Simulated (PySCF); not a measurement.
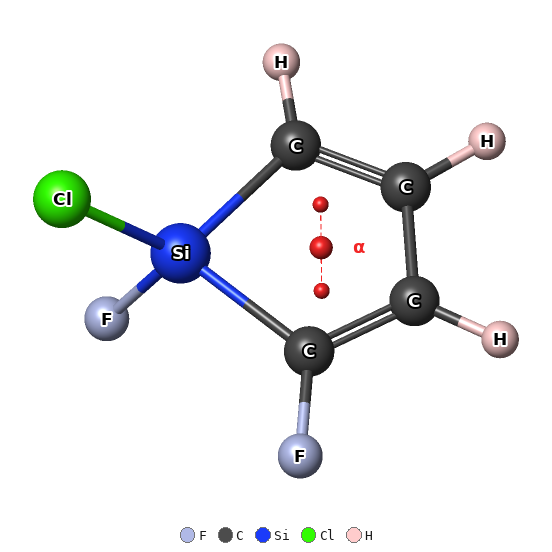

The small points mark where nucleus-independent chemical shifts (NICS) were computed: at the centre of each lettered ring and 1 Å above and below it. The computed structure is the end point of a GFN2-xTB optimisation. No frequency run is at hand to confirm it as a minimum. Properties computed with GIAO PBE0/pcSseg-1 NMR shielding, non-relativistic, gas phase (PySCF 2.14.0).

Give NICS(0), NICS(1) and the out-of-plane component NICS(1)zz for each ring (means of the two sides).

| ring | members | NICS(0) | NICS(1) | NICS(1)zz |
| --- | --- | --- | --- | --- |
| α | C4Si | 3.5 | 1.5 | 12.3 |

Values in ppm.

Question. What do the values say about the ring currents?

Answer. Ring α: paratropic, as in an antiaromatic ring. NICS is one index among several.

The geometry is semi-empirical. Around Si such bond lengths and angles can be off by a tenth of an ångström or more and by several degrees, and values that hang on the shape move with them.
